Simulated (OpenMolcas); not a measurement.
**V²⁺ among point charges: CASSCF levels and susceptibility**

How does a field of 6 point charges split the states of V²⁺, and what χT follows?

The numbers are computed with OpenMolcas 26.06 (state-averaged CASSCF, spin-orbit coupling by RASSI with atomic mean-field integrals), except any that are marked as measured or tabulated.

1 further run of the same task is left out (it didn't finish).

## Step 1: Starting point

* Species: V²⁺ (vanadium, Z = 23, 21 electrons)
* Basis: ANO-RCC-VTZP [6s5p3d2f1g], 59 functions
* Scalar Hamiltonian: DKH2, point nucleus
* Inactive shells: 1s 2s 2p 3s 3p
* Active space: 3 electrons in 5 orbitals (3d)
* Some configurations of this space: 3d³
* Orbitals: optimised for each spin and parity, averaged over all roots

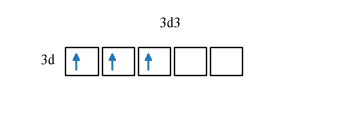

The shells outside the core, filled by Hund's rule for the drawing.

The ion sits among 6 point charges of -1 e arranged as a tetragonal octahedron (D4h), 1.9 Å from the ion, with the axial distance 1.691 Å. The active orbitals were held to one l.

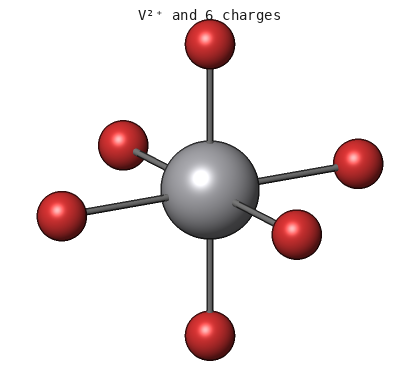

The ion and the point charges (red).

The work runs as a chain of OpenMolcas steps in one folder; each step below is one input file. Labels, J, g values, rates, χT and fits are worked out afterwards by a script from the matrices that RASSI stores. The input lists half of the charges; inversion (Group=XYZ) makes the rest.

## Step 2: One- and two-electron integrals

a.inp reads:

```
&GATEWAY
Coord
1

V 0.0 0.0 0.0
Basis=ANO-RCC-VTZP
Group=XYZ
NoMove
AngMom=0.0 0.0 0.0
AMFI
XField
3 Angstrom 0
1.900000 0.000000 0.000000 -1.000000
0.000000 1.900000 0.000000 -1.000000
0.000000 0.000000 1.691000 -1.000000
&SEWARD
```

The run is started by

```
> OMP_NUM_THREADS=1 MOLCAS_MEM=1689 MOLCAS_PROJECT=a pymolcas a.inp > a.log
```

## Step 3: CASSCF: quartets of even parity, 10 roots

a.inp reads:

```
&RASSCF
FileOrb=start.orb
Symmetry=1
Spin=4
nActEl=3 0 0
Inactive=3 6
Ras2=5 0
CIRoot=10 10 1
SDav=10
CIMx=300
Iter=120 100
PrWF=0.3
OrbListing=Nothing
MaxOrb=0
SupSym
1
15 4 5 6 7 8 12 13 14 15 16 17 18 19 20 21
0
LevShft=1.5
>>> COPY $Project.JobIph JOB001
```

start.orb holds the contracted functions of the basis, ordered by shell, or the orbitals of the step before.

## Step 4: CASSCF: doublets of even parity, 40 roots

a.inp reads:

```
&RASSCF
FileOrb=start.orb
Symmetry=1
Spin=2
nActEl=3 0 0
Inactive=3 6
Ras2=5 0
CIRoot=40 40 1
SDav=40
CIMx=300
Iter=120 100
PrWF=0.3
OrbListing=Nothing
MaxOrb=0
SupSym
1
15 4 5 6 7 8 12 13 14 15 16 17 18 19 20 21
0
>>> COPY $Project.JobIph JOB002
```

## Step 5: RASSI: spin-orbit coupling between the states

a.inp reads:

```
&RASSI
NrOfJobIphs=2 10 40
1 2 3 4 5 6 7 8 9 10
1 2 3 4 5 6 7 8 9 10 11 12 13 14 15 16 17 18 19 20 21 22 23 24 25 26 27
28 29 30 31 32 33 34 35 36 37 38 39 40
IphNames
JOB001
JOB002
EJob
SpinOrbit
DIPRint=1.0
SOCoupling=1000.0
Subsets=2
Property=9
'ANGMOM' 1 'ANGMOM' 2 'ANGMOM' 3 'MLTPL  1' 1 'MLTPL  1' 2 'MLTPL  1' 3
'AMFI' 1 'AMFI' 2 'AMFI' 3
SOProperty=3
'ANGMOM' 1 'ANGMOM' 2 'ANGMOM' 3
```

What does the calculation give? Wanted: spin-free ground state; first state of the same spin within the active space; lowest level; next level.

As calculated:

| quantity | value |
| --- | --- |
| method | CASSCF |
| spin-free ground state | 4B1, 1-fold in its orbital part |
| first state of the same spin within the active space | 4B2 at 5420 cm⁻¹ |
| lowest level | 2-fold E1/2, g = 0.00, 0.00, 5.74 |
| next level | 0.8 cm⁻¹ |
| χT at 300 K | 1.84 cm³ K/mol |
| effective moment at 300 K | 3.83 μB |

In words: The spin-free ground state (4B1) comes to 100 % from free-ion F terms and keeps the highest spin of the shell. χT at 300 K is 1.84, against 1.88 cm³ K/mol for the spin alone; near agreement at one temperature doesn't show that the orbital moment is quenched. The field of point charges can differ much from that of real complexes. This is an electrostatic model: the charges have no orbitals.
